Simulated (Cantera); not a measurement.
Charge: 1 mol SiC, 4.6 mol CO2, a varied amount of H2, held at 1350 K and 10.0 Pa.

Cantera equilibrium calculation (NASA polynomials, part measured and part estimated; ideal gas, pure solids and liquids). Candidate condensed phases: C, C6H6, C7H8, C8H18, H2O, Si, SiC, SiO2; 123 gas species. The tables hold silica as quartz up to 1696 K and as liquid above; real silica turns to tridymite and cristobalite and melts near 1996 K. Rates play no part.

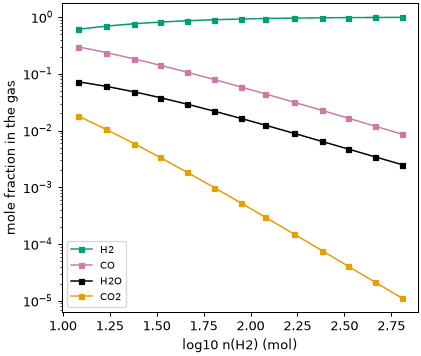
Fig. 1. Equilibrium gas composition (values under 1e-9 drawn at 1e-9)

From 12 mol H2 to 640 mol H2 the condensed part is SiO2(β-quartz). The main Si-bearing gas is SiO throughout.
